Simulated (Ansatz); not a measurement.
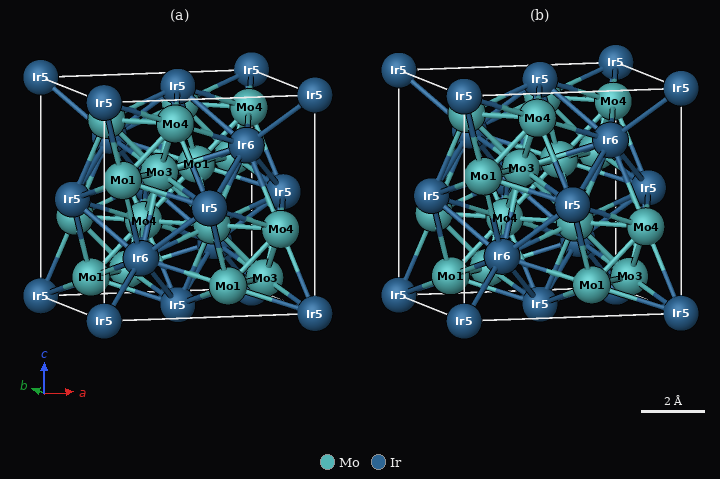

The structure of solid Mo2Ir (built on the cubic Laves (C15)_227 type) (coarse preliminary run) before (left) and after (right) a relaxation, at one scale.

The picture is a ball-and-stick view of the conventional cell (4 times the calculation's cell), seen slightly off an axis. Lengths and directions refer to the drawn axes.

Case: cubic Laves (C15) type (Fd-3m, No. 227).

All numbers below come from Ansatz 0.2.0, DFT PBE, scalar-relativistic, plane waves, PAW.

Input
```yaml
crystal:
  lattice:
    - [0.0, 3.5099463407, 3.5099463407]
    - [3.5099463407, 0.0, 3.5099463407]
    - [3.5099463407, 3.5099463407, 0.0]
  atoms:
    - { symbol: Mo, position: [0.625, 0.625, 0.625] }
    - { symbol: Mo, position: [0.125, 0.625, 0.625] }
    - { symbol: Mo, position: [0.625, 0.625, 0.125] }
    - { symbol: Mo, position: [0.625, 0.125, 0.625] }
    - { symbol: Ir, position: [0.0, 0.0, 0.0] }
    - { symbol: Ir, position: [0.25, 0.25, 0.25] }
basis:
  ecutwfc: 420
kpoints:
  mp_grid: { grid: [4, 4, 4] }
hamiltonian:
  xc: pbe
scf:
  occupations: { method: gaussian, width: 0.1 }
  lower_state_search: "off"
output:
  forces: true
  stress: true
  eigenvalues: true
relax:
  adjacent_minimum: "off"
  f_tol: 0.04
  max_steps: 70
  cell: { stress_tol: 0.4 }
```

Command:
```bash
ansatz run input.yaml --threads 1 --pin off --max-ram 2560MiB --backend cpu --events-out ev --progress --plain --runs-dir out
```

### Summarise the run.

The atoms keep their places relative to the cell (all moves are under 0.005 Å). The volume changes by +9.1 %, with a = b = c 7.020 → 7.226 Å (+2.9 %). Among the contacts that change: Ir5–Ir6 3.040 → 3.129 Å, Mo1–Ir5 2.910 → 2.996 Å, Mo1–Mo2 2.482 → 2.555 Å. The space group stays Fd-3m (No. 227). Over 3 accepted moves (4 points after the start) the energy falls by 0.620 eV per cell of the calculation. All forces vanish by symmetry, so only the cell relaxes. Pressure: 27.23 GPa at the start and 0.19 GPa at the end. At 1 point the geometry stayed and the basis and grid were re-selected for the new cell (energy shift of 2.4 meV per cell of the calculation at most each time). The run took 14 s on 1 thread of Arm Neoverse V1, with other jobs on the host, peak memory 0.37 GiB.
